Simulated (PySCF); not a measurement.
**Run report: Si2PH9, geometry relaxation (part 2 of 3)**

The same run, continued: Si2PH9; RKS PBE0-D4/def2-TZVP, density fitting (PySCF 2.14.0). The geometry is a transition state displaced along its imaginary mode. The reaction was set up to form Si1–P7 and H2–H6 and to break Si1–H2 and H6–P7 (atoms counted from 1 in the order of the input); sticks are drawn by distance alone.

Geometry of the input (Å):
```
Si -0.4820  -0.2705  -0.8920
H  1.4577  0.2414  -0.1940
H  0.1696  -0.8595  -2.1145
H  -1.9094  -0.1536  -1.2688
Si -0.1694  -1.5492  1.0515
H  1.3352  0.9110  0.3446
P  0.0046  1.8672  -0.1243
H  0.3019  -0.6353  2.1202
H  -1.4222  -2.2052  1.5262
H  0.8474  -2.6118  0.8340
H  -0.9168  2.9378  -0.0714
H  0.7832  2.3278  -1.2114
```

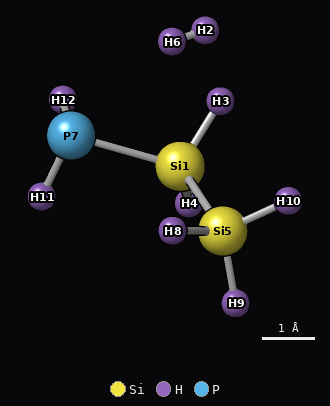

Fig. 1: The geometry at step 26 of the log (ball-and-stick view, seen at a tilt; atoms are numbered from 1 in the order of the input).

Trajectory as extended XYZ, continued:
```
12
Properties=species:S:1:pos:R:3:forces:R:3 step=11 energy=-25180.25789
Si   -0.6410   -0.0568   -0.7300   -0.1550   0.2056   0.1218
H     2.5399   -0.0373    0.0021   -0.5618   1.0206   0.3613
H     0.1930   -0.4868   -1.8736    0.1153   0.0127  -0.1067
H    -2.0588   -0.0909   -1.1624   -0.1069  -0.0681  -0.0459
Si   -0.3250   -1.5227    1.0689   -0.0045  -0.0264   0.0064
H     2.1729    0.6191    0.2373    0.6288  -1.0381  -0.3351
P    -0.1529    2.0869   -0.1009   -0.4064   0.1294  -0.2098
H     0.1483   -0.7739    2.2585    0.0302   0.0362   0.0614
H    -1.5931   -2.2120    1.4234   -0.0286  -0.0191  -0.0075
H     0.6893   -2.5486    0.7167    0.0329  -0.0471   0.0059
H    -1.4395    2.6196   -0.4992    0.5072  -0.2357   0.1244
H     0.4664    2.4032   -1.3410   -0.0513   0.0299   0.0239
12
Properties=species:S:1:pos:R:3:forces:R:3 step=13 energy=-25180.30073
Si   -0.6938   -0.0147   -0.7075    0.0353  -0.1286   0.0359
H     2.5321   -0.0359   -0.1159    0.1460  -0.2835  -0.2102
H     0.1414   -0.4186   -1.8644    0.0465  -0.0468  -0.0734
H    -2.1160   -0.0695   -1.1342   -0.0507   0.0153   0.0008
Si   -0.3401   -1.5214    1.0657   -0.0347   0.0104  -0.0033
H     2.2644    0.5084    0.3033   -0.0967   0.2673   0.2268
P    -0.1254    2.0914   -0.0881    0.0127   0.1062  -0.0166
H     0.1423   -0.7915    2.2704   -0.0073  -0.0115  -0.0177
H    -1.6079   -2.2221    1.4110    0.0144   0.0070   0.0061
H     0.6722   -2.5471    0.6942    0.0012   0.0134  -0.0018
H    -1.3683    2.6270   -0.5065   -0.0656   0.0742   0.0319
H     0.4982    2.3939   -1.3286   -0.0012  -0.0234   0.0214
12
Properties=species:S:1:pos:R:3:forces:R:3 step=14 energy=-25180.30213
Si   -0.6570   -0.0452   -0.7266   -0.0663   0.1500  -0.0956
H     2.5412   -0.0144   -0.1167    0.0657  -0.1201  -0.0838
H     0.2252   -0.4497   -1.8623   -0.0527   0.0574   0.0819
H    -2.0735   -0.1296   -1.1959    0.0962   0.0147   0.0219
Si   -0.3430   -1.5207    1.0683   -0.0490  -0.0447   0.0123
H     2.2746    0.5379    0.3031   -0.0204   0.1103   0.1044
P    -0.1715    2.1020   -0.0772   -0.2175  -0.1292  -0.0347
H     0.0959   -0.7697    2.2719    0.0082   0.0177   0.0435
H    -1.6090   -2.2388    1.3881    0.0323   0.0218  -0.0054
H     0.6964   -2.5282    0.7341    0.0261  -0.0314  -0.0022
H    -1.4369    2.6248   -0.4851    0.1607  -0.0775   0.0472
H     0.4561    2.4311   -1.3025    0.0167   0.0311  -0.0896
12
Properties=species:S:1:pos:R:3:forces:R:3 step=16 energy=-25180.30980
Si   -0.6748   -0.0230   -0.7158   -0.0363  -0.0250   0.0111
H     2.6072   -0.0376   -0.1542   -0.0343   0.0713   0.0635
H     0.1919   -0.4183   -1.8563    0.0275   0.0005  -0.0226
H    -2.0899   -0.0921   -1.1742    0.0041  -0.0037   0.0004
Si   -0.3485   -1.5247    1.0635   -0.0197   0.0082   0.0056
H     2.3396    0.5125    0.2802    0.0635  -0.0780  -0.0466
P    -0.1667    2.0998   -0.0687    0.0269  -0.0084  -0.0210
H     0.0976   -0.7895    2.2777   -0.0042  -0.0020  -0.0023
H    -1.6139   -2.2418    1.3811    0.0100   0.0045   0.0015
H     0.6874   -2.5331    0.7147    0.0064  -0.0059  -0.0041
H    -1.4425    2.6029   -0.4296   -0.0297   0.0373   0.0189
H     0.4097    2.4444   -1.3200   -0.0142   0.0011  -0.0044
12
Properties=species:S:1:pos:R:3:forces:R:3 step=18 energy=-25180.31993
Si   -0.6690   -0.0217   -0.7198   -0.0104  -0.0452  -0.0657
H     2.7796   -0.0693   -0.2232   -0.0612   0.1093   0.0984
H     0.2726   -0.3842   -1.8167   -0.0194   0.0042   0.0373
H    -2.0569   -0.1292   -1.2546    0.0426  -0.0091   0.0129
Si   -0.3774   -1.5174    1.0742    0.0307   0.0181  -0.0357
H     2.5195    0.4727    0.2277    0.0651  -0.1062  -0.0821
P    -0.2178    2.1071   -0.0616    0.0255   0.0826  -0.1363
H     0.0229   -0.7766    2.2999   -0.0009   0.0114   0.0074
H    -1.6387   -2.2511    1.3560   -0.0272  -0.0172   0.0067
H     0.6860   -2.5107    0.7573   -0.0231   0.0175  -0.0018
H    -1.5472    2.5594   -0.2865    0.0432  -0.0133   0.0521
H     0.2218    2.5197   -1.3547   -0.0650  -0.0521   0.1067
12
Properties=species:S:1:pos:R:3:forces:R:3 step=19 energy=-25180.32779
Si   -0.6653   -0.0251   -0.7381    0.0406   0.0386  -0.0433
H     2.8846   -0.1126   -0.2168    0.0188  -0.0640  -0.0464
H     0.3308   -0.3755   -1.7929   -0.0552  -0.0012   0.0654
H    -2.0281   -0.1471   -1.3258    0.0143  -0.0176  -0.0110
Si   -0.4201   -1.4973    1.0809    0.0643  -0.0033  -0.0553
H     2.6366    0.4228    0.2371   -0.0243   0.0686   0.0604
P    -0.2308    2.1100   -0.0820    0.0456   0.0178  -0.0568
H    -0.0392   -0.7472    2.3058    0.0067   0.0273   0.0146
H    -1.6833   -2.2283    1.3516   -0.0603  -0.0255   0.0024
H     0.6469   -2.4942    0.7878   -0.0223   0.0152   0.0084
H    -1.5729    2.5572   -0.2207    0.0293  -0.0421   0.0281
H     0.1372    2.5364   -1.3885   -0.0574  -0.0138   0.0334
12
Properties=species:S:1:pos:R:3:forces:R:3 step=21 energy=-25180.34010
Si   -0.6566   -0.0149   -0.7680   -0.0522   0.0479   0.1048
H     3.0045   -0.1956   -0.1720    0.0228  -0.0870  -0.0694
H     0.3751   -0.3873   -1.7604    0.1216  -0.0518  -0.1034
H    -1.9856   -0.1478   -1.4154   -0.0709   0.0125  -0.0492
Si   -0.4928   -1.4588    1.0726   -0.0262  -0.0289   0.0360
H     2.7998    0.3365    0.3051   -0.0373   0.0899   0.0775
P    -0.1908    2.1086   -0.1279   -0.1311   0.0816  -0.0230
H    -0.1185   -0.6895    2.2894    0.0089  -0.0031   0.0074
H    -1.7785   -2.1614    1.3369    0.0057   0.0198  -0.0160
H     0.5549   -2.4806    0.8116    0.0162  -0.0197   0.0195
H    -1.5540    2.5436   -0.1134    0.2152  -0.0927   0.0008
H     0.0387    2.5449   -1.4611   -0.0727   0.0315   0.0150
12
Properties=species:S:1:pos:R:3:forces:R:3 step=23 energy=-25180.35342
Si   -0.6336   -0.0196   -0.8037    0.0725  -0.0032  -0.0131
H     3.1068   -0.2741   -0.1153   -0.0391   0.1029   0.1092
H     0.4746   -0.4303   -1.7119   -0.0309   0.0068   0.0020
H    -1.9160   -0.1456   -1.5492   -0.0014  -0.0073   0.0052
Si   -0.5819   -1.4183    1.0833   -0.0152  -0.0250  -0.0262
H     2.9547    0.2540    0.3963    0.0207  -0.1012  -0.1042
P    -0.1533    2.1075   -0.1939   -0.0458   0.1575  -0.3291
H    -0.1968   -0.6260    2.2788    0.0024   0.0254   0.0480
H    -1.9056   -2.0491    1.3360    0.0007   0.0093  -0.0040
H     0.4291   -2.4938    0.8914   -0.0241   0.0049  -0.0046
H    -1.5069    2.5324   -0.0621    0.0709  -0.0980   0.0491
H    -0.0732    2.5594   -1.5539   -0.0107  -0.0720   0.2678
12
Properties=species:S:1:pos:R:3:forces:R:3 step=24 energy=-25180.35728
Si   -0.6043   -0.0141   -0.8266   -0.0128  -0.0387   0.1017
H     3.1030   -0.2912   -0.0466   -0.0254   0.0660   0.0719
H     0.4919   -0.4300   -1.7336    0.0848  -0.0559  -0.0609
H    -1.8846   -0.1303   -1.5673   -0.0778  -0.0116  -0.0576
Si   -0.6106   -1.4144    1.0665   -0.0060  -0.0074   0.0110
H     2.9634    0.2446    0.4584    0.0057  -0.0658  -0.0689
P    -0.1184    2.1045   -0.2194   -0.2791   0.1872   0.1040
H    -0.2070   -0.6344    2.2699   -0.0178  -0.0193  -0.0219
H    -1.9605   -2.0019    1.3097    0.0643   0.0512  -0.0246
H     0.3618   -2.5286    0.8828   -0.0368   0.0315   0.0008
H    -1.4870    2.5125   -0.0421    0.3569  -0.1393  -0.0382
H    -0.0491    2.5799   -1.5559   -0.0560   0.0022  -0.0172
12
Properties=species:S:1:pos:R:3:forces:R:3 step=26 energy=-25180.37035
Si   -0.5642   -0.0352   -0.8657    0.0199  -0.1218  -0.1532
H     3.0987   -0.3373    0.0675   -0.0129   0.0317   0.0397
H     0.5799   -0.5236   -1.7007   -0.1219   0.0679   0.0772
H    -1.8163   -0.1641   -1.6789    0.1363   0.0150   0.0945
Si   -0.6675   -1.3543    1.0781   -0.0149  -0.0443  -0.0153
H     2.9889    0.2048    0.5709   -0.0063  -0.0330  -0.0381
P    -0.0653    2.0927   -0.2965   -0.0593   0.1348  -0.1862
H    -0.2162   -0.5570    2.2510    0.0123  -0.0123  -0.0065
H    -2.0547   -1.8302    1.3408    0.0317   0.0216  -0.0171
H     0.2224   -2.5429    0.9327   -0.0508   0.0606   0.0201
H    -1.4151    2.4789   -0.0584    0.0607  -0.0638   0.0349
H    -0.0908    2.5665   -1.6448    0.0053  -0.0564   0.1499
12
Properties=species:S:1:pos:R:3:forces:R:3 step=28 energy=-25180.38317
Si   -0.4973   -0.0602   -0.9231   -0.0850   0.0388   0.0420
H     2.9852   -0.3459    0.2574    0.0164  -0.0933  -0.0668
H     0.6247   -0.5592   -1.7555    0.0866  -0.0344  -0.0207
H    -1.7471   -0.1859   -1.7223   -0.0023   0.0063  -0.0178
Si   -0.6726   -1.3234    1.0483    0.0348  -0.0362   0.0354
H     2.8863    0.2159    0.7342   -0.0318   0.0862   0.0643
P    -0.0058    2.0729   -0.3608   -0.1022   0.0636  -0.0244
H    -0.1148   -0.5441    2.1911   -0.0311  -0.0437  -0.0415
H    -2.0974   -1.6530    1.3422    0.0695   0.0299  -0.0126
H     0.0962   -2.5947    0.9204   -0.0497   0.0448   0.0161
H    -1.3568    2.4078   -0.0449    0.1279  -0.0359  -0.0191
H    -0.0967    2.5714   -1.6912   -0.0331  -0.0261   0.0450
12
Properties=species:S:1:pos:R:3:forces:R:3 step=29 energy=-25180.38747
Si   -0.4708   -0.0720   -0.9480   -0.0235   0.0441  -0.0182
H     2.9199   -0.3457    0.3428    0.0113  -0.0455  -0.0241
H     0.6681   -0.5777   -1.7623    0.0129   0.0026   0.0217
H    -1.7120   -0.2044   -1.7615    0.0183  -0.0062  -0.0079
Si   -0.6624   -1.3113    1.0346    0.0865   0.0587   0.0102
H     2.8306    0.2286    0.8093   -0.0226   0.0362   0.0201
P    -0.0003    2.0679   -0.3895   -0.0604   0.0139   0.0441
H    -0.0853   -0.5358    2.1666   -0.0026  -0.0085  -0.0090
H    -2.0838   -1.6020    1.3397   -0.0925  -0.0037   0.0107
H     0.0710   -2.5962    0.9202    0.0210  -0.0645  -0.0030
H    -1.3496    2.3747   -0.0461    0.0958  -0.0189  -0.0215
H    -0.1204    2.5758   -1.7101   -0.0440  -0.0084  -0.0231
12
Properties=species:S:1:pos:R:3:forces:R:3 step=31 energy=-25180.39357
Si   -0.4290   -0.0774   -0.9767    0.0090   0.0016  -0.0558
H     2.8596   -0.3535    0.4676    0.0111  -0.0113   0.0022
H     0.7356   -0.5795   -1.7614   -0.0300   0.0135   0.0408
H    -1.6522   -0.2307   -1.8184    0.0560   0.0045   0.0240
Si   -0.6599   -1.2982    1.0123   -0.0280   0.0174   0.0408
H     2.7809    0.2371    0.9172   -0.0157   0.0010  -0.0096
P     0.0167    2.0689   -0.4267   -0.0483   0.0641  -0.1686
H    -0.0268   -0.5536    2.1368   -0.0183  -0.0239  -0.0288
H    -2.1038   -1.4941    1.3257    0.0454   0.0126  -0.0015
H    -0.0110   -2.6309    0.9005   -0.0050  -0.0189  -0.0042
H    -1.3220    2.3399   -0.0318    0.0155   0.0018   0.0106
H    -0.1808    2.5744   -1.7489    0.0083  -0.0625   0.1500
12
Properties=species:S:1:pos:R:3:forces:R:3 step=33 energy=-25180.39882
Si   -0.3913   -0.0779   -0.9930   -0.0114   0.0094  -0.0058
H     2.8424   -0.3568    0.5606    0.0238  -0.0772  -0.0455
H     0.7984   -0.5632   -1.7485   -0.0235   0.0089   0.0323
H    -1.5939   -0.2573   -1.8576    0.0471  -0.0049   0.0127
Si   -0.6573   -1.2976    0.9960    0.0283  -0.0300  -0.0361
H     2.7483    0.2529    0.9766   -0.0238   0.0700   0.0357
P     0.0007    2.0840   -0.4568   -0.0373  -0.0008   0.0086
H     0.0213   -0.5993    2.1194    0.0095   0.0010   0.0039
H    -2.1034   -1.4179    1.3209   -0.0160   0.0077   0.0062
H    -0.0843   -2.6673    0.8678   -0.0223   0.0431  -0.0044
H    -1.3336    2.3214   -0.0210    0.0479  -0.0121  -0.0257
H    -0.2389    2.5808   -1.7673   -0.0221  -0.0151   0.0181
12
Properties=species:S:1:pos:R:3:forces:R:3 step=34 energy=-25180.40154
Si   -0.3703   -0.0644   -0.9790    0.0823  -0.0194  -0.0431
H     2.8908   -0.3678    0.5850    0.0029   0.0309   0.0214
H     0.8594   -0.5187   -1.6972   -0.0927   0.0247   0.0450
H    -1.5412   -0.2806   -1.8795    0.0548  -0.0060   0.0320
Si   -0.6574   -1.3093    0.9902   -0.0817  -0.0188   0.0219
H     2.7719    0.2669    0.9617   -0.0041  -0.0324  -0.0296
P    -0.0397    2.1145   -0.4668    0.0273   0.0034  -0.1147
H     0.0778   -0.6897    2.1284   -0.0239  -0.0087  -0.0540
H    -2.1144   -1.3426    1.3263    0.1338  -0.0166  -0.0029
H    -0.1652   -2.7080    0.8145   -0.0575   0.0883  -0.0023
H    -1.3637    2.3219   -0.0051   -0.0736  -0.0111   0.0340
H    -0.3395    2.5790   -1.7812    0.0326  -0.0342   0.0922
12
Properties=species:S:1:pos:R:3:forces:R:3 step=36 energy=-25180.40664
Si   -0.3565   -0.0660   -0.9774    0.0301   0.0021  -0.0106
H     2.9147   -0.3717    0.5839    0.0019   0.0265   0.0155
H     0.8783   -0.5135   -1.6811   -0.0174   0.0090   0.0204
H    -1.5121   -0.3076   -1.8824   -0.0223  -0.0091  -0.0324
Si   -0.6516   -1.2969    0.9919    0.0636  -0.0177   0.0322
H     2.7590    0.2732    0.9279   -0.0005  -0.0248  -0.0230
P    -0.0711    2.1165   -0.4703   -0.0515   0.0157   0.0806
H     0.1340   -0.6997    2.1081   -0.0224  -0.0255  -0.0407
H    -2.0894   -1.2960    1.3731   -0.0061  -0.0001   0.0040
H    -0.2062   -2.7047    0.7886   -0.0330   0.0407   0.0198
H    -1.4013    2.2907    0.0091    0.0669  -0.0277  -0.0316
H    -0.3869    2.5788   -1.7742   -0.0095   0.0109  -0.0342
12
Properties=species:S:1:pos:R:3:forces:R:3 step=37 energy=-25180.40809
Si   -0.3412   -0.0683   -0.9684   -0.0054  -0.0031  -0.0070
H     2.9726   -0.3799    0.5514   -0.0171   0.0685   0.0339
H     0.9126   -0.4992   -1.6477   -0.0145   0.0011   0.0295
H    -1.4743   -0.3390   -1.8961   -0.0082   0.0065  -0.0110
Si   -0.6589   -1.2850    1.0084   -0.0320   0.0459  -0.0829
H     2.7673    0.2699    0.8614    0.0174  -0.0636  -0.0363
P    -0.1036    2.1239   -0.4704    0.0547  -0.0494   0.0951
H     0.1513   -0.7113    2.1061    0.0763   0.0501   0.0909
H    -2.0897   -1.2429    1.4110   -0.0191   0.0086  -0.0131
H    -0.2573   -2.6980    0.8086    0.0041  -0.0985  -0.0062
H    -1.4326    2.2659    0.0059   -0.0422  -0.0112   0.0201
H    -0.4351    2.5681   -1.7725   -0.0138   0.0451  -0.1129
12
Properties=species:S:1:pos:R:3:forces:R:3 step=39 energy=-25180.40853
Si   -0.3493   -0.0664   -0.9664    0.0272   0.0025  -0.0278
H     2.9793   -0.3606    0.5158    0.0646  -0.1728  -0.0863
H     0.9025   -0.4993   -1.6432    0.0188   0.0086  -0.0085
H    -1.4826   -0.3339   -1.8935   -0.0217  -0.0020  -0.0051
Si   -0.6426   -1.2832    1.0062    0.1155  -0.1336   0.0481
H     2.7612    0.2712    0.8351   -0.0621   0.1783   0.0842
P    -0.1145    2.1204   -0.4524   -0.0486   0.0435  -0.0881
H     0.1978   -0.7236    2.1031   -0.0460  -0.0148  -0.0531
H    -2.0669   -1.2324    1.4162   -0.0827   0.0365   0.0461
H    -0.2709   -2.7149    0.8038   -0.0120   0.0860   0.0008
H    -1.4453    2.2482    0.0311    0.0081  -0.0096   0.0049
H    -0.4596    2.5780   -1.7576    0.0388  -0.0228   0.0848
12
Properties=species:S:1:pos:R:3:forces:R:3 step=41 energy=-25180.41140
Si   -0.3290   -0.0710   -0.9666   -0.0091  -0.0003   0.0006
H     3.0068   -0.3638    0.5163   -0.0281   0.0827   0.0380
H     0.9399   -0.4800   -1.6274    0.0021  -0.0047   0.0059
H    -1.4473   -0.3599   -1.9064   -0.0098   0.0029  -0.0082
Si   -0.6443   -1.2809    1.0122   -0.0142  -0.0603  -0.0290
H     2.7520    0.2794    0.8033    0.0329  -0.0747  -0.0368
P    -0.1413    2.1224   -0.4543    0.0172  -0.0209   0.0344
H     0.2189   -0.7379    2.0918    0.0210   0.0048   0.0267
H    -2.0655   -1.1788    1.4446    0.0164   0.0164  -0.0083
H    -0.3151   -2.7195    0.8066   -0.0096   0.0396   0.0084
H    -1.4721    2.2203    0.0310   -0.0239  -0.0044   0.0159
H    -0.4948    2.5735   -1.7518    0.0051   0.0188  -0.0475
```
